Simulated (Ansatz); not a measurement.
```yaml
atoms:
  - { symbol: Al, position_ang: [0.0000, 0.0000, 0.0000] }
  - { symbol: Cl, position_ang: [0.0000, 0.0000, 2.0966] }
  - { symbol: Cl, position_ang: [1.8157, 0.0000, -1.0483] }
  - { symbol: Cl, position_ang: [-1.8157, 0.0000, -1.0483] }
```

All numbers below come from RKS PBE0-D4/cc-pVDZ in Ansatz 0.2.0.

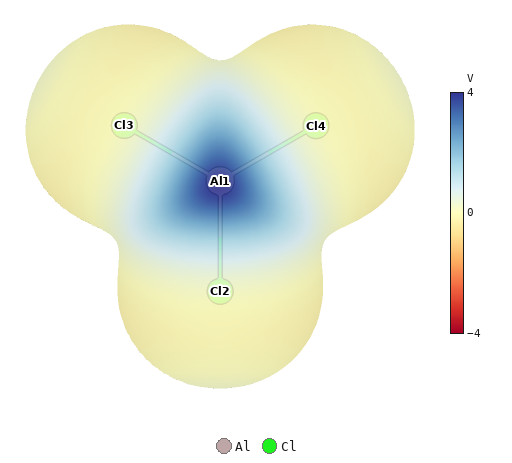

AlCl3. The molecular electrostatic potential painted on the density surface at 0.002 e/bohr³, seen across its widest extent; red is negative and blue positive.

> Which sites attract a positive test charge, and which a negative one?

A positive charge is drawn to the negative regions and a negative charge to the positive ones. The most negative region (about −0.2 V) lies over Cl2, Cl3 and Cl4, the most positive (about +3.8 V) over Al1.
